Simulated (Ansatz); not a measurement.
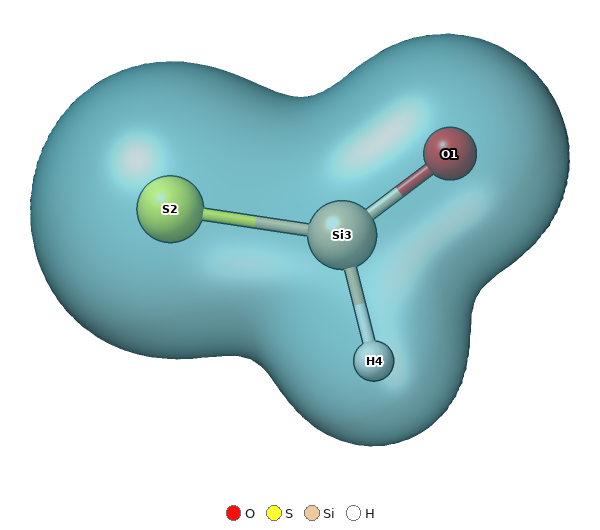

*HOSSi (SMILES O=[SiH][S-]) (charge −1). Isosurface of the total electron density at 0.05 e/Å³ (cyan), seen across its widest extent.*

Geometry: PBE0-D3(BJ)/def2-SVPD.

Theory: isolated molecule in a Gaussian basis; Kohn-Sham density functional theory, functional PBE0 in Ansatz 0.2.0.

Q: Which contacts does the surface bridge?

A: At this value the surface is in one piece. It bridges the sampled Si–O (1.56 Å), Si–S (2.01 Å) and Si–H (1.51 Å) contacts, where the density stays above the isovalue. On the grid the lowest density along these lines, outside the cores, is 1.2 e/Å³ (Si–O, 1.56 Å), 0.8 e/Å³ (Si–S, 2.01 Å) and 0.77 e/Å³ (Si–H, 1.51 Å).
